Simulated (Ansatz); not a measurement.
These are PBE (plane waves to 420 eV, PAW; Ansatz, an electronic-structure program) values and carry that method's errors.

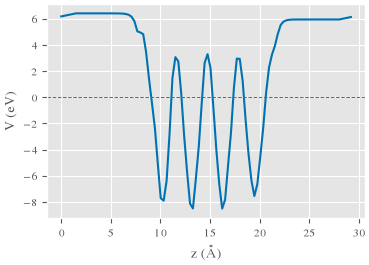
*Electrostatic potential energy of an electron, averaged over planes parallel to the surface, in eV from the highest filled level, for a constructed model of the (111)B surface of zinc-blende ZnS (in the relaxation 2 S–S bonds formed), S-terminated, 2x2 S adatom at T4 (bottom of the slab: 2 H on 4 bottom sites)*

Set-up: 35 atoms, 13.4 Å thick at the start with caps and adatoms (thin: gaps and levels are the slab's own); mesh 3x3x1; 0.025 eV smearing; dipole correction on; 8 atoms held, the rest relaxed; start symmetry kept, larger cells not searched; no spin, no spin-orbit, no U. In PBE it is, or lies within 0.01 eV a 1x1 cell of, the lowest of the 3 structures of its composition computed so far; subsurface sites and larger cells were not tried.

The vacuum level lies 5.96 eV above the highest filled level over the top face and 6.42 eV above it under the bottom face.
